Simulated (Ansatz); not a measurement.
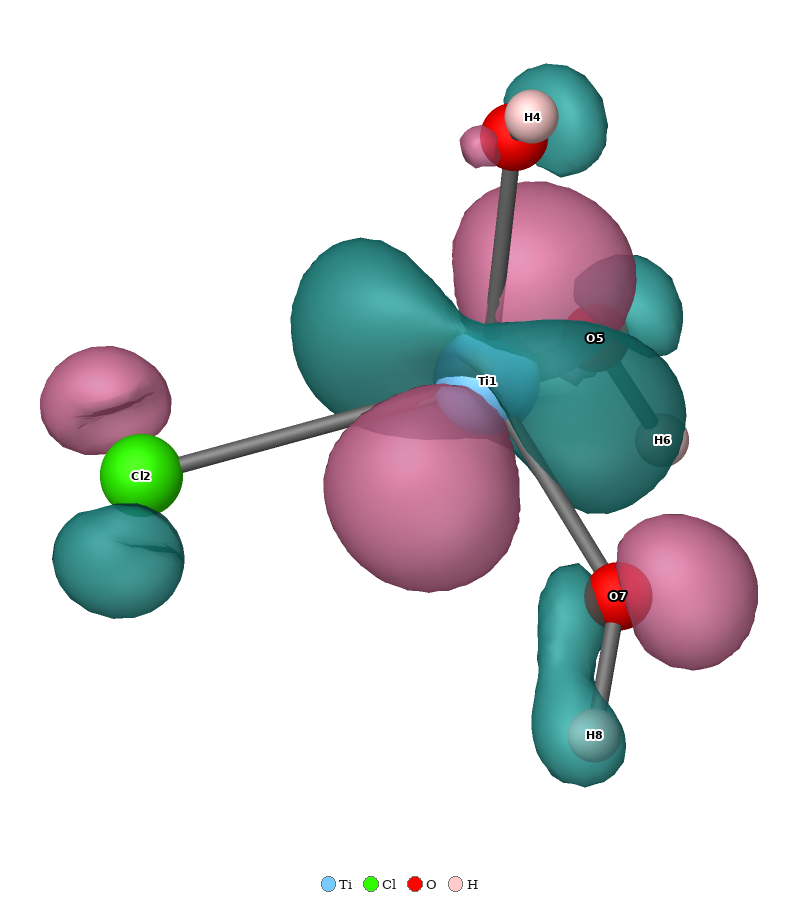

Figure 1: ClH3O3Ti. One frontier orbital at ±0.15 Å⁻³ᐟ² (teal and pink are the two phases), seen at an oblique angle.

All numbers below come from RKS r2SCAN-D4/def2-SVP in Ansatz 0.2.0.

```xyz
8

Ti   -0.0316   -0.0251    0.0213
Cl   -0.0075    0.0745    2.2461
O     1.6325   -0.0626   -0.6169
H     2.2019   -0.8247   -0.7838
O    -0.8415    1.4111   -0.6566
H    -1.7784    1.5464   -0.8485
O    -0.9067   -1.5057   -0.3906
H    -1.3609   -2.2623   -0.0039
```

Question: Which orbital is it: HOMO or LUMO?

Answer: The LUMO, at −2.75 eV. It lies mainly on Ti1 (about 75 %), O7 (about 10 %) and Cl2 (about 10 %).
